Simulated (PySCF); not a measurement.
**C$_{3}$H$_{11}$OPSi: density, localisation and related maps**

```xyz
17

C    -2.2529   -0.1867    0.8747
C    -1.7427    0.6433   -0.2909
P    -0.0806    0.1696   -0.9059
O     0.3323    0.9379   -2.0827
C     1.0958    0.2086    0.4725
Si    2.7506   -0.4928   -0.1583
H    -3.2921    0.0561    1.0879
H    -1.6692    0.0028    1.7724
H    -2.1893   -1.2477    0.6409
H    -2.4039    0.5533   -1.1589
H    -1.6911    1.7075   -0.0374
H    -0.2349   -1.1993   -1.1558
H     1.2025    1.2526    0.7721
H     0.7063   -0.3600    1.3134
H     3.6435   -0.5483    1.0028
H     3.3062    0.3644   -1.1972
H     2.5124   -1.8493   -0.6605
```

Geometry: GFN2-xTB.

Theory: PySCF 2.14.0, PBE0/def2-SVPD, SCF density, gas phase.

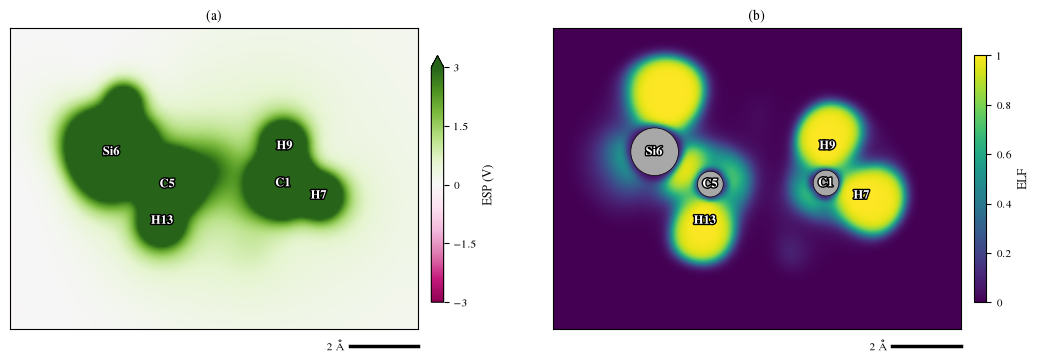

Figure 1. (a) molecular electrostatic potential; (b) electron localisation function on the plane of atoms H7, C1 and H9. Grey discs cover the atomic cores in the ELF map.

> Interpret the plot.

- Atoms in the plane: C, Si and H.
- C–Si (1.90 Å): the ELF peaks at about 0.95 between the atoms, as expected for a shared electron pair.
- C–H (1.09 Å): the ELF climbs to about 1 towards the hydrogen, as it does in any bond to H (a covalent bond by its length).
- The potential has no marked negative region in this plane.

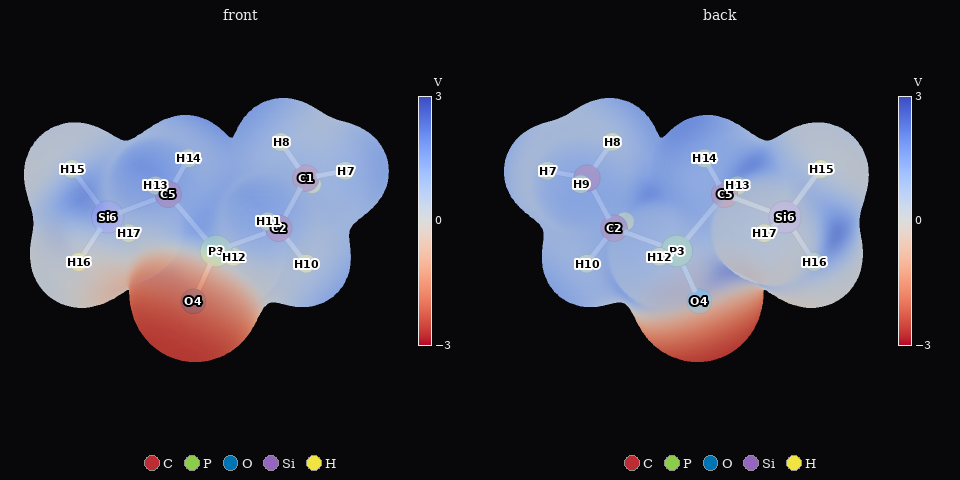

Figure 2. The molecular electrostatic potential painted on the density surface at 0.004 e/bohr³, seen from the front and from behind; red is negative and blue positive.

> Where is the surface potential most negative and most positive?

The most negative region (about −2.6 V, or −60 kcal/mol for a unit charge) lies over O4, the most positive (about +1.8 V, or +42 kcal/mol for a unit charge) over P3, Si6 and H14. O4 is the likeliest acceptor of a hydrogen bond.

> How polar is the molecule by this calculation?

Its dipole moment is 4.27 D.
